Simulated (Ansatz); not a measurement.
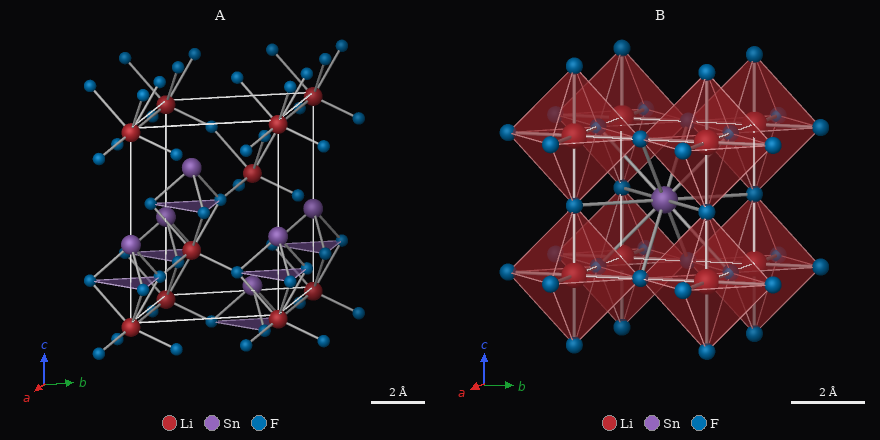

Two structures of LiSnF$_{3}$, each relaxed to rest (conventional cells in solid outline, small ones repeated, not to one scale). Method: DFT PBE, scalar-relativistic, plane waves, PAW (Ansatz 0.2.0), without spin polarisation.

**Which structures are these?**

A: 15 atoms a cell on a rhombohedral (trigonal R) lattice, R3m. B: cubic perovskite, Pm-3m.

**Which form lies lower?**

A is lower, by 116 meV/atom at this level of theory (energies at zero smearing). Volumes: A 14.7, B 11.8 Å³/atom.

One or both may be structure types tried for this composition rather than known phases.
